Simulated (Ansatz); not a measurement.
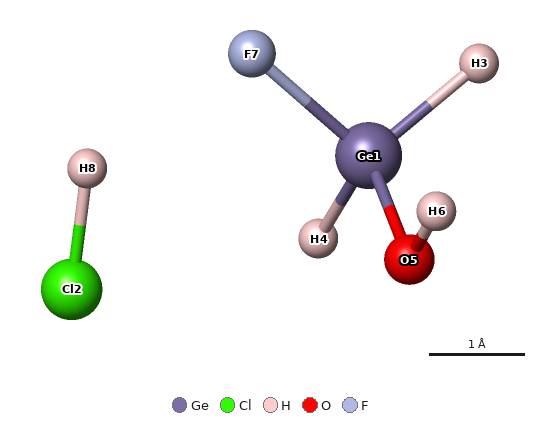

Figure 1. The starting structure (ball-and-stick view, seen at a tilt; atoms are numbered from 1 in the order of the input). Sticks mark near contacts. Bond lengths as drawn: Cl–H 1.34 Å, F–Ge 1.73 Å, Ge–H 1.53 to 1.55 Å, Ge–O 1.79 Å and H–O 0.98 Å.

**GeH4ClOF: geometry relaxation**

- system: GeH4ClOF
- method: RKS PBE/def2-SVP (Ansatz 0.2.0)

It belongs to a series of runs on one base structure; here: end point B relaxed. Figures and captions count atoms from 1; the log counts them from 0 in places.

### The program's output
```
The last accepted step is kept in [file] (removed where the run ends without a failure and the disk answers)
Engine: ansatz 0.2.0, x86_64-unknown-linux-gnu
Functional definition: PBE
  parameter kappa = 0.804
  parameter beta = 0.06672455060314922
  exchange = pbe_x(kappa = kappa, mu = beta*pi^2/3)
  correlation = pbe_c(beta = beta)
1069 factors; their error is unknown
mean field evaluation 1: about -73831.2381 eV, gradient 6.5e1 eV
mean field evaluation 2: about -73785.9800 eV, gradient 1.6e2 eV
mean field evaluation 4: about -73837.5791 eV, gradient 1.6e1 eV
mean field evaluation 8: about -73838.0076 eV, gradient 2.3e-1 eV
mean field evaluation 16: about -73837.9467 eV, gradient 3.3e-5 eV
mean field -73837.94668371 eV, -2713.4944914684 hartree, gradient 3.3e-5 eV, S^2 0.000000; 0 other end points of the search recorded, 0 dependent functions left out
the calculation of the forces begins
reference -73837.94671621 eV, -2713.4944926630 hartree; 35, 35 occupied and 63, 63 virtual orbitals, 1069 factors
relax step   1: F+E_penalty+E_count = -73837.94668371 eV  Δ(F+E_penalty+E_count) = +0.000e0 eV  max|allowed force component| = 1.143e0 eV/Å  Δτ_max = 0.0000 Å  (26 SCF iters, accepted)
these checks for a lower state are left out or cut short: starts, cluster_reference, orbital_swaps, neighbouring_geometries, increment
1069 factors; their error is unknown
mean field -73838.02269459 eV, -2713.4972848168 hartree, gradient 1.1e-5 eV, S^2 0.000000; 0 other end points of the search recorded, 0 dependent functions left out
the calculation of the forces begins
reference -73838.02272744 eV, -2713.4972860241 hartree; 35, 35 occupied and 63, 63 virtual orbitals, 1069 factors
relax step   2: F+E_penalty+E_count = -73838.02269459 eV  Δ(F+E_penalty+E_count) = -7.601e-2 eV  max|allowed force component| = 8.003e-1 eV/Å  Δτ_max = 0.1958 Å  (29 SCF iters, accepted)
these checks for a lower state are left out or cut short: starts, cluster_reference, orbital_swaps, neighbouring_geometries, increment
1069 factors; their error is unknown
mean field -73838.03326226 eV, -2713.4976731714 hartree, gradient 1.6e-5 eV, S^2 0.000000; 0 other end points of the search recorded, 0 dependent functions left out
the calculation of the forces begins
reference -73838.03329558 eV, -2713.4976743959 hartree; 35, 35 occupied and 63, 63 virtual orbitals, 1069 factors
relax step   3: F+E_penalty+E_count = -73838.03326226 eV  Δ(F+E_penalty+E_count) = -1.057e-2 eV  max|allowed force component| = 9.160e-1 eV/Å  Δτ_max = 0.2000 Å  (29 SCF iters, accepted)
these checks for a lower state are left out or cut short: starts, cluster_reference, orbital_swaps, neighbouring_geometries, increment
1069 factors; their error is unknown
mean field evaluation 32: about -73838.0677 eV, gradient 5.2e0 eV
mean field -73838.07414635 eV, -2713.4991756343 hartree, gradient 2.4e-5 eV, S^2 0.000000; 0 other end points of the search recorded, 0 dependent functions left out
the calculation of the forces begins
reference -73838.07417883 eV, -2713.4991768277 hartree; 35, 35 occupied and 63, 63 virtual orbitals, 1069 factors
relax step   4: F+E_penalty+E_count = -73838.07414635 eV  Δ(F+E_penalty+E_count) = -4.088e-2 eV  max|allowed force component| = 3.928e-1 eV/Å  Δτ_max = 0.1889 Å  (28 SCF iters, accepted)
these checks for a lower state are left out or cut short: starts, cluster_reference, orbital_swaps, neighbouring_geometries, increment
1069 factors; their error is unknown
mean field -73838.09173638 eV, -2713.4998220560 hartree, gradient 4.7e-5 eV, S^2 0.000000; 0 other end points of the search recorded, 0 dependent functions left out
the calculation of the forces begins
reference -73838.09176912 eV, -2713.4998232588 hartree; 35, 35 occupied and 63, 63 virtual orbitals, 1069 factors
relax step   5: F+E_penalty+E_count = -73838.09173638 eV  Δ(F+E_penalty+E_count) = -1.759e-2 eV  max|allowed force component| = 9.821e-2 eV/Å  Δτ_max = 0.0909 Å  (24 SCF iters, accepted)
these checks for a lower state are left out or cut short: starts, cluster_reference, orbital_swaps, neighbouring_geometries, increment
1069 factors; their error is unknown
mean field -73838.09046703 eV, -2713.4997754080 hartree, gradient 1.2e-5 eV, S^2 0.000000; 0 other end points of the search recorded, 0 dependent functions left out
the calculation of the forces begins
reference -73838.09049971 eV, -2713.4997766089 hartree; 35, 35 occupied and 63, 63 virtual orbitals, 1069 factors
relax step   6: F+E_penalty+E_count = -73838.09046703 eV  Δ(F+E_penalty+E_count) = +1.269e-3 eV  max|allowed force component| = 2.611e-1 eV/Å  Δτ_max = 0.0735 Å  (27 SCF iters, rejected (line search))
these checks for a lower state are left out or cut short: starts, cluster_reference, orbital_swaps, neighbouring_geometries, increment
1069 factors; their error is unknown
mean field -73838.09355227 eV, -2713.4998887887 hartree, gradient 4.6e-5 eV, S^2 0.000000; 0 other end points of the search recorded, 0 dependent functions left out
the calculation of the forces begins
reference -73838.09358508 eV, -2713.4998899942 hartree; 35, 35 occupied and 63, 63 virtual orbitals, 1069 factors
relax step   7: F+E_penalty+E_count = -73838.09355227 eV  Δ(F+E_penalty+E_count) = -1.816e-3 eV  max|allowed force component| = 2.570e-2 eV/Å  Δτ_max = 0.0358 Å  (25 SCF iters, accepted)
these checks for a lower state are left out or cut short: starts, cluster_reference, orbital_swaps, neighbouring_geometries, increment
1069 factors; their error is unknown
mean field -73838.09465679 eV, -2713.4999293789 hartree, gradient 4.3e-5 eV, S^2 0.000000; 0 other end points of the search recorded, 0 dependent functions left out
the calculation of the forces begins
reference -73838.09468965 eV, -2713.4999305864 hartree; 35, 35 occupied and 63, 63 virtual orbitals, 1069 factors
relax step   8: F+E_penalty+E_count = -73838.09465679 eV  Δ(F+E_penalty+E_count) = -1.105e-3 eV  max|allowed force component| = 5.578e-2 eV/Å  Δτ_max = 0.0768 Å  (24 SCF iters, accepted)
these checks for a lower state are left out or cut short: starts, cluster_reference, orbital_swaps, neighbouring_geometries, increment
1069 factors; their error is unknown
mean field evaluation 64: about -73838.0952 eV, gradient 2.3e-5 eV
mean field -73838.09518307 eV, -2713.4999487194 hartree, gradient 4.6e-5 eV, S^2 0.000000; 0 other end points of the search recorded, 0 dependent functions left out
the calculation of the forces begins
reference -73838.09521589 eV, -2713.4999499255 hartree; 35, 35 occupied and 63, 63 virtual orbitals, 1069 factors
relax step   9: F+E_penalty+E_count = -73838.09518307 eV  Δ(F+E_penalty+E_count) = -5.263e-4 eV  max|allowed force component| = 1.689e-2 eV/Å  Δτ_max = 0.0215 Å  (25 SCF iters, accepted)
```

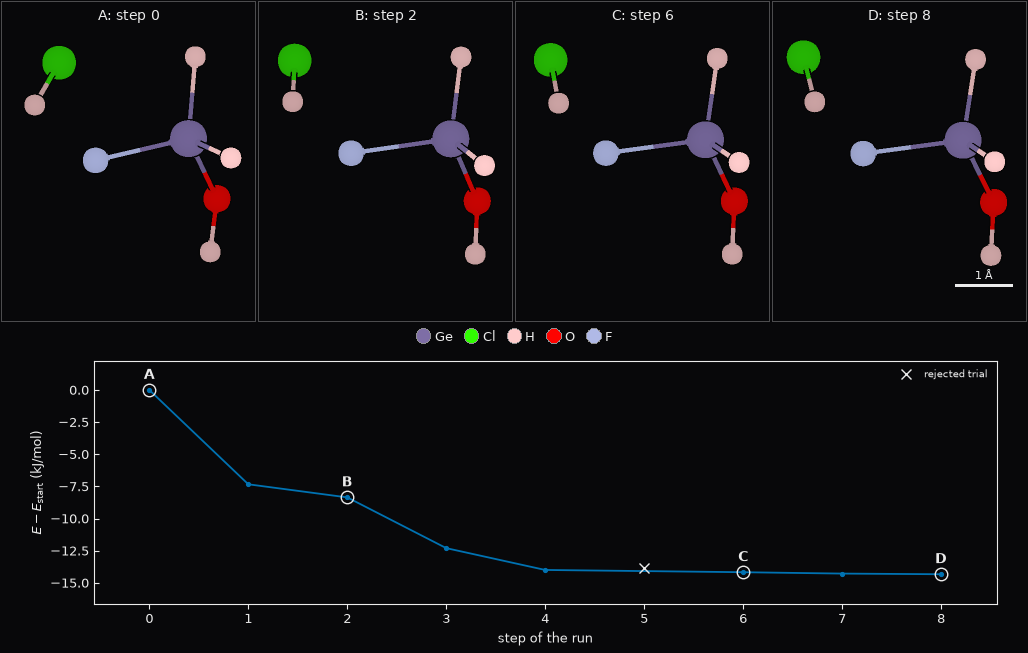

Figure 2. Frames of the relaxation (ball-and-stick view, seen at a tilt) above the curves, on which the letters mark them (the first geometry is step 0 here and step 1 in the log).

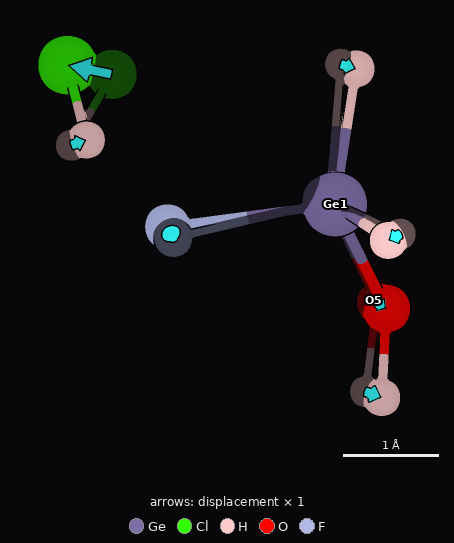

Figure 3. Start (faint) and end (solid) with the displacements as teal arrows, at true length (ball-and-stick view, seen at a tilt). The two geometries are laid on each other by the best rigid fit. Cl2 moves most after the best rigid fit: 0.48 Å. By element the largest moves are Cl 0.48 Å, F 0.24 Å, H 0.20 Å, O 0.13 Å, Ge 0.07 Å. Among the contacts that change: Ge1–F7 1.728 → 1.790 Å, Cl2–H8 1.340 → 1.312 Å, Ge1–O5 1.786 → 1.778 Å, Ge1–H3 1.555 → 1.548 Å. Among the angles that change: H4–Ge1–F7 110.8° → 107.6°, H3–Ge1–H4 116.3° → 118.8°. After 8 geometry steps the energy has fallen by 14.3 kJ/mol. Largest force component: 1.1 eV/Å at the start, 0.017 eV/Å at the end. The line search rejected the trial step at point 5 (counted from 0) and went back. (Atoms are counted from 1 in the order of the input.)

```
1069 factors; their error is unknown
mean field -73838.09518307 eV, -2713.4999487194 hartree, gradient 4.6e-5 eV, S^2 0.000000; 1 other end points of the search recorded, 0 dependent functions left out
the calculation of the forces begins
reference -73838.09521589 eV, -2713.4999499255 hartree; 35, 35 occupied and 63, 63 virtual orbitals, 1069 factors
Total energy: -73838.09521589 eV, -2713.4999499255 hartree
Atom 0 at     0.203200    -0.344626    -0.357645 Å, force     0.000401    -0.016895     0.002301 eV/Å
Atom 1 at    -0.313112    -0.121586     3.428215 Å, force    -0.001378     0.003115     0.004802 eV/Å
Atom 2 at     1.160039    -0.427945    -1.571243 Å, force     0.001980    -0.001868    -0.003288 eV/Å
Atom 3 at    -0.174766     1.038314     0.191524 Å, force    -0.000986     0.005462     0.004733 eV/Å
Atom 4 at    -1.322984    -1.219482    -0.612457 Å, force    -0.007693     0.015164     0.004481 eV/Å
Atom 5 at    -1.183721    -2.094808    -1.019526 Å, force     0.010367    -0.009894    -0.007519 eV/Å
Atom 6 at     1.107055    -1.206742     0.924666 Å, force    -0.009284     0.008747    -0.001323 eV/Å
Atom 7 at     0.421689    -0.733725     2.529464 Å, force     0.006592    -0.003830    -0.004187 eV/Å
Dipole moment:     0.173192    -0.097636    -0.769217 e Å
```

### Trajectory as extended XYZ (Å, eV, eV/Å), 9 frames, from step=1 to step=9
```
8
Properties=species:S:1:pos:R:3:forces:R:3 step=1 energy=-73837.94668
Ge    0.2418   -0.3396   -0.3025   -0.7915   0.7089  -1.1428
Cl   -0.5524   -0.0406    3.0219    0.7257  -0.6131  -0.0222
H     1.0548   -0.3185   -1.6276   -0.0207  -0.0152   0.0128
H    -0.0688    1.0254    0.3252    0.0040   0.0065  -0.0009
O    -1.3107   -1.2030   -0.4840    0.0644  -0.0011   0.0349
H    -1.1670   -2.1080   -0.8205   -0.0202   0.0313  -0.0311
F     1.2438   -1.2824    0.7438    0.7740  -0.7131   1.0276
H     0.4559   -0.8438    2.6568   -0.7358   0.5957   0.1218
8
Properties=species:S:1:pos:R:3:forces:R:3 step=2 energy=-73838.02270
Ge    0.2508   -0.3425   -0.3458   -0.4954   0.3809  -0.4983
Cl   -0.5332   -0.0830    3.2121    0.8003  -0.6102  -0.4341
H     1.0734   -0.3411   -1.6612    0.0176  -0.0634   0.0304
H    -0.0660    1.0260    0.2743   -0.0004   0.0145   0.0042
O    -1.3063   -1.2005   -0.5010    0.1187   0.0083   0.0005
H    -1.1722   -2.1067   -0.8372   -0.0364  -0.0021  -0.0366
F     1.2351   -1.2562    0.7859    0.3436  -0.3102   0.5487
H     0.4158   -0.8064    2.5860   -0.7481   0.5822   0.3853
8
Properties=species:S:1:pos:R:3:forces:R:3 step=3 energy=-73838.03326
Ge    0.2060   -0.3087   -0.3832    0.4311  -0.5108   0.1398
Cl   -0.4142   -0.1444    3.3606   -0.9132   0.6954   0.8057
H     1.1081   -0.4629   -1.6458   -0.1012   0.1543   0.1148
H    -0.1215    1.0757    0.1892   -0.0540   0.0357  -0.0588
O    -1.3099   -1.2161   -0.5622   -0.1448  -0.0974  -0.0834
H    -1.1716   -2.0900   -0.9829    0.0150   0.2090   0.0883
F     1.1678   -1.1803    0.8620   -0.1489   0.1964  -0.1208
H     0.4328   -0.7840    2.6752    0.9160  -0.6827  -0.8857
8
Properties=species:S:1:pos:R:3:forces:R:3 step=4 energy=-73838.07415
Ge    0.2166   -0.3328   -0.3261   -0.0804   0.0281  -0.0649
Cl   -0.3955   -0.1366    3.2405   -0.2980   0.2237   0.3928
H     1.1182   -0.4186   -1.5882    0.0177  -0.0296   0.1128
H    -0.1309    1.0563    0.2279   -0.0011  -0.0056  -0.0207
O    -1.3177   -1.2080   -0.5403    0.0488  -0.0563  -0.0195
H    -1.1759   -2.0916   -0.9327   -0.0223   0.0651   0.0159
F     1.1433   -1.1908    0.9453    0.1353  -0.0794  -0.1871
H     0.4394   -0.7885    2.4865    0.1999  -0.1461  -0.2294
8
Properties=species:S:1:pos:R:3:forces:R:3 step=5 energy=-73838.09174
Ge    0.2134   -0.3375   -0.3408   -0.0544   0.0154  -0.0982
Cl   -0.3836   -0.1302    3.3304    0.0319  -0.0272   0.0072
H     1.1260   -0.4204   -1.5900    0.0107  -0.0088   0.0241
H    -0.1329    1.0502    0.2171   -0.0201  -0.0063   0.0004
O    -1.3199   -1.2144   -0.5589    0.0445   0.0133   0.0136
H    -1.1764   -2.0939   -0.9573   -0.0129   0.0127  -0.0037
F     1.1527   -1.2026    0.9101    0.0321  -0.0345   0.0371
H     0.4182   -0.7618    2.5023   -0.0318   0.0354   0.0195
8
Properties=species:S:1:pos:R:3:forces:R:3 step=6 energy=-73838.09047 accepted=F
Ge    0.2089   -0.3460   -0.3404    0.0197   0.0320   0.0048
Cl   -0.3455   -0.1198    3.3684   -0.0336   0.0088   0.0388
H     1.1358   -0.4391   -1.5761   -0.0161  -0.0075  -0.0214
H    -0.1555    1.0427    0.2022    0.0000   0.0020   0.0131
O    -1.3159   -1.2378   -0.5355   -0.0204   0.2381   0.0803
H    -1.1839   -2.0650   -1.0245    0.0156  -0.2611  -0.1212
F     1.1564   -1.1874    0.9237   -0.0146  -0.0113   0.0117
H     0.3969   -0.7582    2.4953    0.0494  -0.0009  -0.0060
8
Properties=species:S:1:pos:R:3:forces:R:3 step=7 energy=-73838.09355
Ge    0.2128   -0.3397   -0.3488   -0.0158   0.0025  -0.0101
Cl   -0.3727   -0.1394    3.3633    0.0257  -0.0164  -0.0027
H     1.1343   -0.4302   -1.5898    0.0044  -0.0047   0.0076
H    -0.1418    1.0475    0.2055   -0.0078   0.0006  -0.0047
O    -1.3197   -1.2164   -0.5614    0.0225   0.0125  -0.0065
H    -1.1810   -2.0880   -0.9772   -0.0120  -0.0098  -0.0053
F     1.1481   -1.1968    0.9137    0.0019  -0.0018   0.0061
H     0.4176   -0.7475    2.5078   -0.0190   0.0171   0.0156
8
Properties=species:S:1:pos:R:3:forces:R:3 step=8 energy=-73838.09466
Ge    0.2067   -0.3415   -0.3588    0.0148  -0.0084   0.0204
Cl   -0.3284   -0.1335    3.4257    0.0418  -0.0389  -0.0558
H     1.1478   -0.4371   -1.5841    0.0086  -0.0003   0.0067
H    -0.1605    1.0467    0.1854   -0.0051  -0.0017  -0.0021
O    -1.3214   -1.2185   -0.5943    0.0092  -0.0331  -0.0158
H    -1.1790   -2.0914   -1.0082   -0.0123   0.0301   0.0146
F     1.1230   -1.1923    0.9241   -0.0284   0.0131  -0.0216
H     0.4093   -0.7430    2.5231   -0.0285   0.0391   0.0535
8
Properties=species:S:1:pos:R:3:forces:R:3 step=9 energy=-73838.09518
Ge    0.2032   -0.3446   -0.3576    0.0004  -0.0169   0.0023
Cl   -0.3131   -0.1216    3.4282   -0.0014   0.0031   0.0048
H     1.1600   -0.4279   -1.5712    0.0020  -0.0019  -0.0033
H    -0.1748    1.0383    0.1915   -0.0010   0.0055   0.0047
O    -1.3230   -1.2195   -0.6125   -0.0077   0.0152   0.0045
H    -1.1837   -2.0948   -1.0195    0.0104  -0.0099  -0.0075
F     1.1071   -1.2067    0.9247   -0.0093   0.0087  -0.0013
H     0.4217   -0.7337    2.5295    0.0066  -0.0038  -0.0042
```

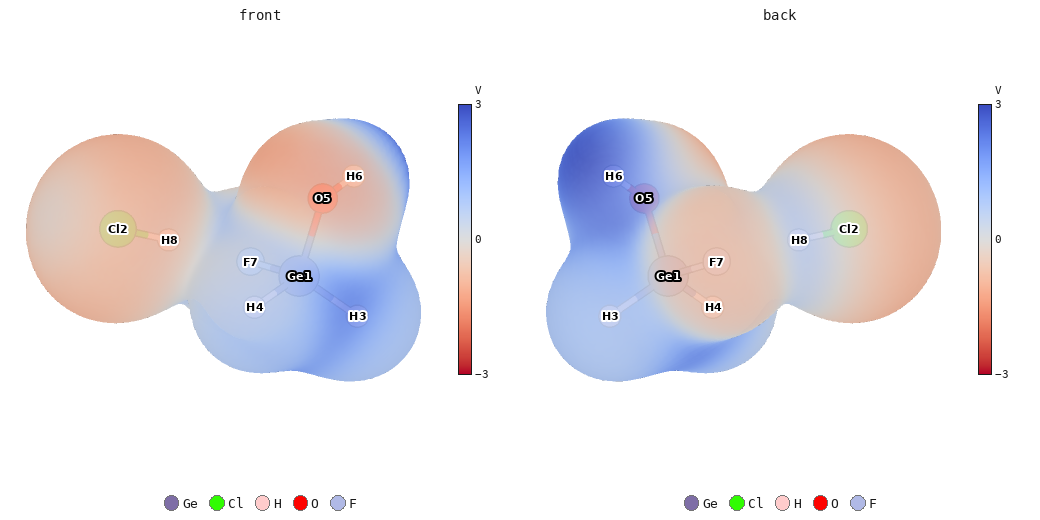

Figure 4. The molecular electrostatic potential painted on the density surface at 0.002 e/bohr³, seen face on and from behind; the colour scale runs from red (negative) to blue (positive).

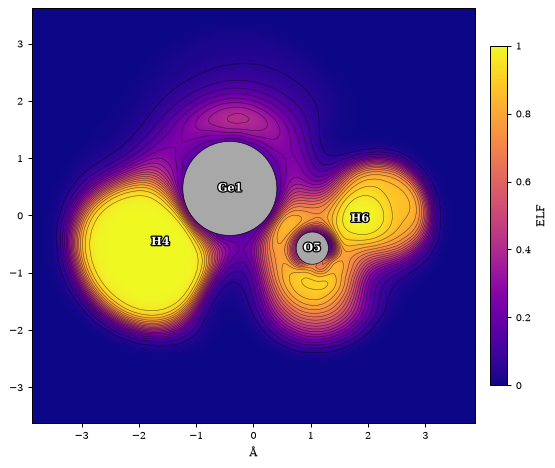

Figure 5. Electron localisation function on the plane of atoms H4, Ge1 and O5. Grey discs, where drawn, cover atomic cores. Ge–O (1.78 Å): the ELF peaks at about 0.85 in the valence shell of O, 0.6 Å from its nucleus, and is about 0.35 at the midpoint. O–H (0.98 Å): the ELF climbs to about 1 towards the hydrogen, as it does in any bond to H (a covalent bond by its length). Ge–H (1.54 Å): the ELF climbs to about 1 towards the hydrogen.

This output came from the following input.

### The input
```yaml
crystal:
  periodic: [false, false, false]
  atoms:
    - { symbol: Ge, position_ang: [0.241779, -0.339611, -0.302472] }
    - { symbol: Cl, position_ang: [-0.552401, -0.040607, 3.021881] }
    - { symbol: H, position_ang: [1.054797, -0.318468, -1.627604] }
    - { symbol: H, position_ang: [-0.068769, 1.025359, 0.325158] }
    - { symbol: O, position_ang: [-1.310659, -1.203015, -0.484] }
    - { symbol: H, position_ang: [-1.167038, -2.107981, -0.820534] }
    - { symbol: F, position_ang: [1.243752, -1.282442, 0.743766] }
    - { symbol: H, position_ang: [0.455939, -0.843834, 2.656803] }
basis:
  gaussian: { orbitals: def2-SVP }
hamiltonian:
  xc: pbe
relax:
  f_tol: 0.03
  max_steps: 50
output:
  orbitals: {}
```

Launch command:
```bash
ansatz run input.yaml --threads 2 --pin off --max-ram 3072MiB --backend cpu --events-out ev --progress --plain --runs-dir out
```

### Summary

| quantity | value |
| --- | --- |
| outcome | converged |
| total energy | −73838.0952 eV |
| mean-field energy | −73838.0952 eV |
| largest force (length of the vector) at the end | 0.018 eV/Å |
| hardware | 2 threads of Intel Xeon (Sapphire Rapids), 192 GiB of memory available, shared host |
| wall time | 16 s (CPU time 30 s) |
| peak memory | 0.17 GiB |
